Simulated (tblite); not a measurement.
# Run report: C$_{4}$H$_{14}$BNSi, geometry relaxation (part 1 of 4)

C$_{4}$H$_{14}$BNSi, computed with GFN2-xTB geometry optimisation, gas phase (tblite 0.8.0).

It belongs to a series of runs on one base structure; here: H on Si replaced by BMe2.

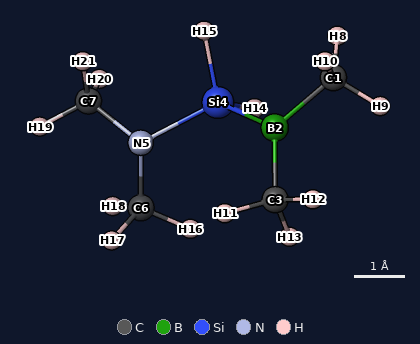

**Figure 1.** The starting structure (ball-and-stick view, seen at a tilt; atoms are numbered from 1 in the order of the input).

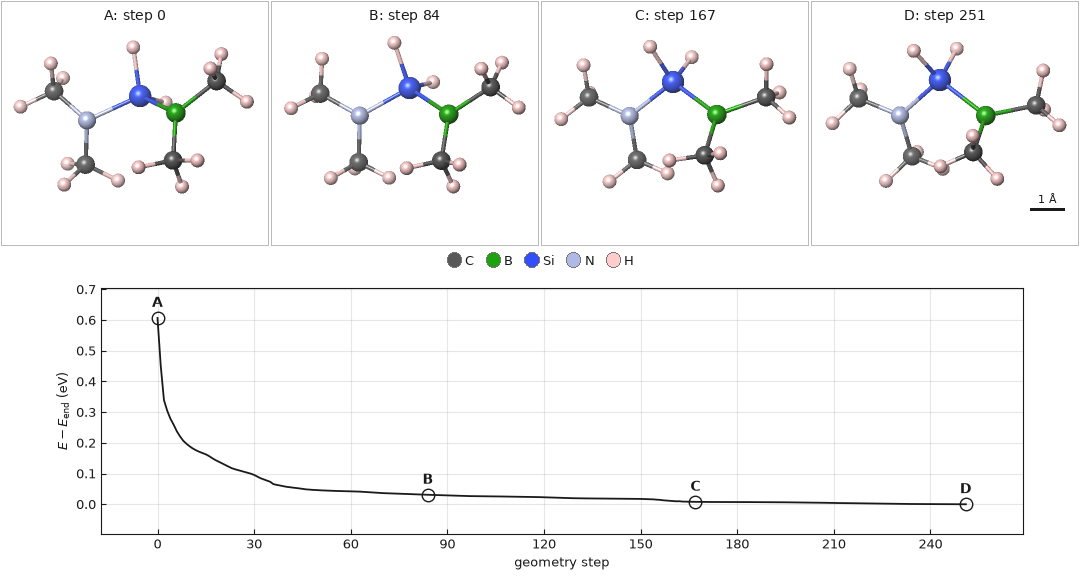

**Figure 2.** Frames of the relaxation (ball-and-stick view, seen at a tilt) above the curves, on which the letters mark them (steps are counted from 0).

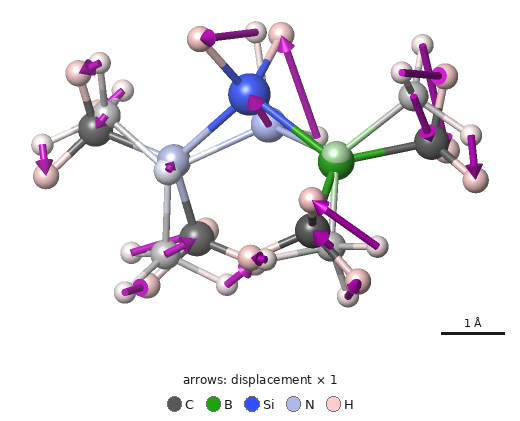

**Figure 3.** Start (faint) and end (solid) with the displacements as pink arrows, at true length (ball-and-stick view, seen at a tilt). The two geometries are laid on each other by the best rigid fit. H8 moves most after the best rigid fit: 2.00 Å. By element the largest moves are H 2.00 Å, C 1.05 Å, Si 0.80 Å, N 0.19 Å, B 0.10 Å. Distances before and after: B2–Si4 1.934 → 1.966 Å, C3–H11 1.119 → 1.088 Å, Si4–H14 1.460 → 1.491 Å, Si4–N5 1.763 → 1.733 Å. Among the angles that change: B2–Si4–H15 105.9° → 115.3°, Si4–N5–C7 112.2° → 120.7°, B2–C1–H9 107.2° → 115.1°. The energy falls by 0.607 eV in 251 geometry steps. The largest force component goes from 1.1 to 0.01 eV/Å. (Atoms are counted from 1 in the order of the input.)

These pictures come from the run below.

### Input file
```
{"job": {"kind": "relax", "xc": "GFN2-xTB", "basis": "xTB"}, "charge": 0, "multiplicity": 1}
C      2.655000     0.383000     1.422500
B      1.551500     0.020100     0.316200
C      2.024100    -0.418300    -1.130300
Si    -0.276400     0.510200     0.715400
N     -1.469900    -0.387900    -0.220500
C     -1.731100     0.155500    -1.538300
C     -2.658500    -0.660200     0.534500
H      2.240700     0.970700     2.265100
H      3.429500     1.002200     0.922700
H      3.103600    -0.566400     1.750000
H      1.445700    -1.310400    -1.480700
H      3.106000    -0.610000    -1.054400
H      1.852600     0.404100    -1.865100
H     -0.408100     1.962100     0.645600
H     -0.495300     0.143900     2.144700
H     -0.966300     0.857900    -1.887600
H     -1.767100    -0.709400    -2.238300
H     -2.756400     0.588100    -1.561000
H     -3.430600    -1.200400    -0.060600
H     -3.103200     0.262100     0.985200
H     -2.354900    -1.380000     1.334600
```

The first line tells a small driver script what to run in tblite; the rest is the geometry in Å.

Command:
```bash
OMP_NUM_THREADS=1 python <driver script> task.json out
```

### What the program printed
```
step      E/eV     max force
  0    -586.56634    1.288
  1    -586.72173    0.711
  2    -586.83382    0.536
  3    -586.86817    0.477
  4    -586.89446    0.358
  5    -586.91386    0.332
  6    -586.93562    0.368
  7    -586.95231    0.326
  8    -586.96650    0.223
  9    -586.97630    0.199
 10    -586.98464    0.188
 11    -586.99185    0.203
 12    -586.99764    0.214
 13    -587.00247    0.167
 14    -587.00655    0.126
 15    -587.01062    0.221
 16    -587.01625    0.290
 17    -587.02312    0.251
 18    -587.02935    0.146
 19    -587.03463    0.161
 20    -587.03969    0.169
 21    -587.04491    0.216
 22    -587.05056    0.202
 23    -587.05552    0.135
 24    -587.05903    0.131
 25    -587.06184    0.168
 26    -587.06489    0.183
 27    -587.06788    0.149
 28    -587.07069    0.155
 29    -587.07370    0.190
 30    -587.07769    0.219
 31    -587.08291    0.297
 32    -587.08841    0.280
 33    -587.09214    0.202
 34    -587.09618    0.164
 35    -587.10002    0.173
 36    -587.10781    0.176
 37    -587.11003    0.130
 38    -587.11257    0.109
 39    -587.11421    0.105
 40    -587.11625    0.132
 41    -587.11779    0.126
 42    -587.11898    0.096
 43    -587.12006    0.098
 44    -587.12150    0.140
 45    -587.12312    0.144
 46    -587.12455    0.094
 47    -587.12546    0.055
 48    -587.12616    0.087
 49    -587.12685    0.109
 50    -587.12749    0.090
 51    -587.12801    0.046
 52    -587.12846    0.048
 53    -587.12894    0.068
 54    -587.12944    0.072
 55    -587.12981    0.046
 56    -587.13003    0.035
 57    -587.13022    0.049
 58    -587.13048    0.068
 59    -587.13082    0.064
 60    -587.13113    0.036
 61    -587.13139    0.034
 62    -587.13169    0.052
 63    -587.13216    0.080
 64    -587.13289    0.090
 65    -587.13377    0.068
 66    -587.13454    0.059
 67    -587.13516    0.059
 68    -587.13577    0.065
 69    -587.13643    0.066
 70    -587.13694    0.066
 71    -587.13729    0.053
 72    -587.13759    0.043
 73    -587.13802    0.050
 74    -587.13856    0.051
 75    -587.13904    0.041
 76    -587.13935    0.036
 77    -587.13958    0.036
 78    -587.13990    0.041
 79    -587.14034    0.049
 80    -587.14083    0.058
 81    -587.14125    0.056
 82    -587.14160    0.064
 83    -587.14199    0.056
 84    -587.14241    0.045
 85    -587.14275    0.041
 86    -587.14303    0.030
 87    -587.14331    0.036
 88    -587.14367    0.044
 89    -587.14412    0.048
 90    -587.14462    0.051
 91    -587.14508    0.052
 92    -587.14545    0.041
 93    -587.14575    0.041
 94    -587.14602    0.038
 95    -587.14629    0.038
 96    -587.14650    0.037
 97    -587.14663    0.028
 98    -587.14673    0.019
 99    -587.14681    0.018
100    -587.14688    0.021
101    -587.14694    0.022
102    -587.14702    0.021
103    -587.14714    0.029
104    -587.14732    0.033
105    -587.14752    0.030
106    -587.14772    0.030
107    -587.14792    0.030
108    -587.14813    0.030
109    -587.14837    0.033
110    -587.14857    0.029
111    -587.14873    0.025
112    -587.14886    0.024
113    -587.14900    0.023
114    -587.14916    0.025
115    -587.14932    0.034
116    -587.14947    0.035
117    -587.14962    0.028
118    -587.14981    0.027
119    -587.15009    0.032
120    -587.15046    0.033
121    -587.15087    0.042
122    -587.15127    0.042
123    -587.15163    0.037
124    -587.15183    0.075
125    -587.15220    0.038
126    -587.15253    0.036
127    -587.15292    0.035
128    -587.15321    0.035
129    -587.15349    0.035
130    -587.15372    0.037
131    -587.15389    0.042
132    -587.15404    0.025
133    -587.15412    0.017
134    -587.15420    0.021
135    -587.15431    0.018
136    -587.15441    0.017
137    -587.15447    0.015
138    -587.15452    0.015
139    -587.15457    0.017
140    -587.15463    0.017
141    -587.15469    0.016
142    -587.15474    0.013
143    -587.15479    0.013
144    -587.15485    0.016
145    -587.15494    0.018
146    -587.15505    0.025
147    -587.15520    0.037
148    -587.15536    0.039
149    -587.15556    0.036
150    -587.15579    0.036
151    -587.15620    0.052
152    -587.15663    0.056
153    -587.15719    0.072
154    -587.15726    0.140
155    -587.15826    0.051
156    -587.15884    0.044
157    -587.16029    0.079
158    -587.16109    0.078
159    -587.16220    0.085
160    -587.16284    0.086
161    -587.16354    0.078
162    -587.16334    0.093
163    -587.16444    0.036
164    -587.16472    0.031
165    -587.16504    0.039
166    -587.16517    0.032
167    -587.16532    0.022
168    -587.16547    0.018
169    -587.16554    0.025
170    -587.16565    0.029
171    -587.16572    0.025
172    -587.16578    0.023
173    -587.16584    0.026
174    -587.16589    0.022
175    -587.16593    0.015
176    -587.16596    0.012
177    -587.16598    0.012
178    -587.16601    0.014
179    -587.16603    0.014
180    -587.16606    0.010
181    -587.16608    0.011
182    -587.16611    0.012
183    -587.16614    0.014
184    -587.16616    0.014
185    -587.16620    0.012
186    -587.16623    0.010
187    -587.16625    0.013
188    -587.16628    0.014
189    -587.16631    0.017
190    -587.16636    0.020
191    -587.16643    0.022
192    -587.16651    0.019
193    -587.16660    0.024
194    -587.16670    0.023
195    -587.16681    0.025
196    -587.16692    0.024
197    -587.16699    0.019
198    -587.16704    0.017
199    -587.16709    0.019
200    -587.16715    0.025
201    -587.16722    0.029
202    -587.16729    0.035
203    -587.16739    0.023
204    -587.16755    0.030
205    -587.16775    0.046
206    -587.16800    0.071
207    -587.16826    0.064
208    -587.16851    0.058
209    -587.16883    0.050
210    -587.16898    0.037
211    -587.16915    0.032
212    -587.16930    0.023
213    -587.16938    0.064
214    -587.16952    0.025
215    -587.16967    0.022
216    -587.16982    0.031
217    -587.16992    0.035
218    -587.17008    0.029
219    -587.17029    0.066
220    -587.17041    0.044
221    -587.17068    0.037
222    -587.17088    0.060
223    -587.17103    0.030
224    -587.17120    0.024
225    -587.17137    0.062
226    -587.17154    0.021
227    -587.17168    0.019
228    -587.17170    0.086
229    -587.17193    0.023
230    -587.17201    0.019
231    -587.17209    0.031
232    -587.17217    0.017
233    -587.17227    0.017
234    -587.17234    0.016
235    -587.17238    0.015
236    -587.17241    0.016
237    -587.17244    0.022
238    -587.17247    0.015
239    -587.17251    0.020
240    -587.17255    0.016
241    -587.17260    0.017
242    -587.17267    0.016
243    -587.17276    0.019
244    -587.17287    0.022
245    -587.17297    0.020
246    -587.17304    0.017
247    -587.17310    0.014
248    -587.17314    0.010
249    -587.17317    0.013
250    -587.17320    0.011
251    -587.17322    0.010
```

### Trajectory as extended XYZ (Å, eV, eV/Å), 39 of the 252 frames kept, from step=0 to step=251
```
21
Properties=species:S:1:pos:R:3:forces:R:3 step=0 energy=-586.56634
C     2.6550    0.3830    1.4225   -0.3900   0.2240  -0.7830
B     1.5515    0.0201    0.3162    0.2140   0.5470  -0.1760
C     2.0241   -0.4183   -1.1303    0.0470  -0.0730   0.2690
Si   -0.2764    0.5102    0.7154    0.1810  -0.9140   0.3840
N    -1.4699   -0.3879   -0.2205    0.5750   1.0620   0.4000
C    -1.7311    0.1555   -1.5383   -0.8090  -0.8670  -0.5020
C    -2.6585   -0.6602    0.5345   -0.5760  -0.8790   0.5680
H     2.2407    0.9707    2.2651    0.4240  -0.6220  -0.3590
H     3.4295    1.0022    0.9227   -0.1930  -0.4840   0.5260
H     3.1036   -0.5664    1.7500    0.0330   0.6030   0.1730
H     1.4457   -1.3104   -1.4807    0.7290   0.7610   0.1320
H     3.1060   -0.6100   -1.0544   -0.4230  -0.2510  -0.7210
H     1.8526    0.4041   -1.8651    0.1440  -0.7120   0.5140
H    -0.4081    1.9621    0.6456   -0.2840   0.4230   0.0540
H    -0.4953    0.1439    2.1447   -0.2780   0.1760  -0.1900
H    -0.9663    0.8579   -1.8876   -0.3710  -0.1640   0.2080
H    -1.7671   -0.7094   -2.2383    0.0950   0.4230   0.0460
H    -2.7564    0.5881   -1.5610    0.7260   0.2390  -0.1050
H    -3.4306   -1.2004   -0.0606    0.4650   0.4970   0.1500
H    -3.1032    0.2621    0.9852    0.0740  -0.7280  -0.2600
H    -2.3549   -1.3800    1.3346   -0.3830   0.7380  -0.3280
21
Properties=species:S:1:pos:R:3:forces:R:3 step=7 energy=-586.95231
C     2.6559    0.3980    1.3813    0.0830   0.0270   0.0470
B     1.5743    0.0841    0.2852    0.2130  -0.0970  -0.0030
C     2.0677   -0.4260   -1.1148   -0.0380  -0.0320  -0.1320
Si   -0.2638    0.5117    0.7513    0.0620  -0.2250   0.0340
N    -1.4819   -0.3079   -0.1821   -0.0520   0.0140   0.0450
C    -1.7587    0.1184   -1.5363   -0.0350   0.0710  -0.0560
C    -2.6695   -0.6841    0.5487   -0.2080  -0.0380   0.0840
H     2.2610    0.9166    2.2516    0.0580   0.1140  -0.0150
H     3.4779    0.9786    0.9611    0.0080   0.0370   0.0980
H     3.1130   -0.5154    1.7589    0.0170  -0.1080  -0.0700
H     1.4995   -1.2831   -1.4752   -0.0130  -0.0040   0.0270
H     3.1283   -0.6759   -1.1791   -0.0980   0.0560   0.0080
H     1.8654    0.3679   -1.8380    0.0930  -0.0340  -0.0560
H    -0.4611    1.9712    0.6842   -0.1110   0.2880   0.1050
H    -0.5752    0.1629    2.1591   -0.0470   0.0530  -0.1260
H    -1.0044    0.8248   -1.8687    0.1700  -0.0330  -0.0620
H    -1.7714   -0.7270   -2.2446   -0.0800   0.0980   0.2750
H    -2.7201    0.6442   -1.5953    0.0220  -0.1010  -0.0170
H    -3.3880   -1.1843   -0.1062    0.1460  -0.0710   0.0680
H    -3.1638    0.1931    0.9876   -0.1140  -0.0650  -0.0550
H    -2.3942   -1.3508    1.3710   -0.0760   0.0510  -0.1990
21
Properties=species:S:1:pos:R:3:forces:R:3 step=13 energy=-587.00247
C     2.6873    0.4025    1.3813    0.0290   0.0370  -0.0050
B     1.6086    0.0889    0.2771   -0.0710   0.0960  -0.0040
C     2.0786   -0.4317   -1.1325   -0.0090  -0.0010  -0.0610
Si   -0.2482    0.5224    0.7543   -0.0940   0.1230   0.0630
N    -1.5048   -0.2611   -0.1528    0.0160   0.0250  -0.0010
C    -1.7567    0.1337   -1.5171   -0.0480  -0.0460  -0.0880
C    -2.6971   -0.6820    0.5441   -0.0580  -0.0810   0.0390
H     2.2895    0.9297    2.2449   -0.0070  -0.0230   0.0490
H     3.5222    0.9898    1.0021    0.0500  -0.0260  -0.0750
H     3.1249   -0.5281    1.7430    0.0130  -0.0270   0.0110
H     1.4999   -1.2889   -1.4737   -0.0570   0.0100   0.0040
H     3.1317   -0.6913   -1.2237    0.0370  -0.0070   0.1180
H     1.8933    0.3547   -1.8661   -0.0480   0.0120  -0.0440
H    -0.5004    2.0000    0.7409    0.1000  -0.0470   0.0220
H    -0.6206    0.1781    2.1414    0.0820  -0.0440   0.0190
H    -0.9704    0.7935   -1.8760    0.0200  -0.0230   0.0090
H    -1.7998   -0.7394   -2.1786   -0.0020  -0.0720   0.0320
H    -2.7137    0.6583   -1.6122    0.0520   0.1010   0.0400
H    -3.3596   -1.2255   -0.1300    0.0180  -0.0080  -0.0480
H    -3.2490    0.1634    0.9740   -0.0540  -0.0250  -0.0960
H    -2.4246   -1.3503    1.3591    0.0300   0.0260   0.0140
21
Properties=species:S:1:pos:R:3:forces:R:3 step=20 energy=-587.03969
C     2.7105    0.4115    1.3661   -0.0400  -0.0040  -0.0300
B     1.6043    0.1503    0.2630   -0.1170  -0.0410   0.0730
C     2.0607   -0.4120   -1.1400   -0.0090   0.0180   0.0390
Si   -0.2605    0.5591    0.7745    0.0210   0.1550   0.0650
N    -1.5329   -0.2077   -0.1238    0.1190   0.0160   0.0280
C    -1.7565    0.1316   -1.5041    0.0300   0.0140   0.0070
C    -2.7259   -0.7002    0.5228    0.0360   0.0070   0.0020
H     2.3368    0.9245    2.2507    0.0120   0.0410  -0.0370
H     3.5685    0.9708    0.9906   -0.0570   0.0070  -0.0490
H     3.1264   -0.5356    1.7153   -0.0540  -0.0490  -0.0690
H     1.4711   -1.2723   -1.4590   -0.0070   0.0060   0.0860
H     3.1117   -0.6945   -1.1719    0.0070  -0.0080  -0.0750
H     1.8991    0.3352   -1.9197    0.0380   0.0370   0.0470
H    -0.4664    2.0503    0.8122    0.0060  -0.1580   0.0200
H    -0.5898    0.1505    2.1551    0.0290  -0.0150   0.0010
H    -0.9283    0.7223   -1.8860    0.0590  -0.0540  -0.0240
H    -1.8469   -0.7839   -2.1023   -0.0920   0.0940  -0.0580
H    -2.6696    0.7288   -1.6164    0.0070  -0.0410  -0.0750
H    -3.3169   -1.2915   -0.1792    0.0840  -0.0750  -0.0060
H    -3.3653    0.1111    0.8905   -0.0020   0.0100   0.0150
H    -2.4391   -1.3315    1.3611   -0.0700   0.0410   0.0400
21
Properties=species:S:1:pos:R:3:forces:R:3 step=26 energy=-587.06489
C     2.7073    0.4153    1.3482   -0.0200  -0.0060  -0.0080
B     1.5797    0.1792    0.2681    0.0540  -0.0160  -0.0260
C     2.0448   -0.3947   -1.1288   -0.0180  -0.0050   0.0430
Si   -0.2701    0.5911    0.8086    0.0680  -0.1190  -0.1210
N    -1.5320   -0.1758   -0.1056   -0.0400  -0.0480  -0.0360
C    -1.7427    0.1349   -1.4984    0.0270   0.0180   0.0550
C    -2.7268   -0.7082    0.5103    0.0520   0.0460  -0.0430
H     2.3726    0.9353    2.2439    0.0210  -0.0090  -0.0130
H     3.5671    0.9540    0.9481   -0.0220  -0.0140  -0.0090
H     3.0972   -0.5554    1.6654   -0.0250   0.0460   0.0010
H     1.4421   -1.2561   -1.4144   -0.0130   0.0020  -0.0480
H     3.0926   -0.6955   -1.1551   -0.0380   0.0030  -0.0090
H     1.9087    0.3392   -1.9254   -0.0450  -0.0040   0.0470
H    -0.4486    2.0662    0.8724   -0.0940   0.0690   0.0590
H    -0.5542    0.1243    2.1763   -0.0590   0.0000   0.0530
H    -0.8754    0.6510   -1.9034   -0.0160  -0.0320   0.0180
H    -1.9107   -0.7825   -2.0752    0.0350  -0.0140   0.0090
H    -2.6247    0.7727   -1.6392    0.0560   0.0710   0.0200
H    -3.2381   -1.3560   -0.2048   -0.0030  -0.0490   0.0360
H    -3.4292    0.0749    0.8222    0.0140   0.0290  -0.0640
H    -2.4684   -1.2971    1.3864    0.0650   0.0320   0.0360
```
